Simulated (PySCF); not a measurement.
SMILES [CH](=C)[Ga]([Cl])[Br], singlet at its PBE0/def2-SVP optimised geometry (Å):

```
8

Ga    -1.2703     0.1664     0.0000
Cl    -2.4463     1.9582     0.0000
Br    -2.4436    -1.7954     0.0001
C      0.6613     0.1664     0.0000
C      1.3497    -0.9817    -0.0036
H      1.1970     1.1229     0.0031
H      2.4463    -0.9984    -0.0037
H      0.8517    -1.9582    -0.0069
```

Level of theory: PBE0/def2-TZVP run with PySCF. Cells within 0.4 Å of a nucleus heavier than hydrogen are left out (blank, or x).

Map of the electron localisation function on the plane z = 0.0 Å:

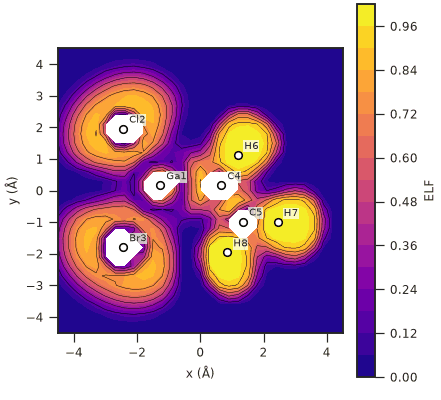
Fig. 1. Electron localisation function on the plane z = 0.0 Å.
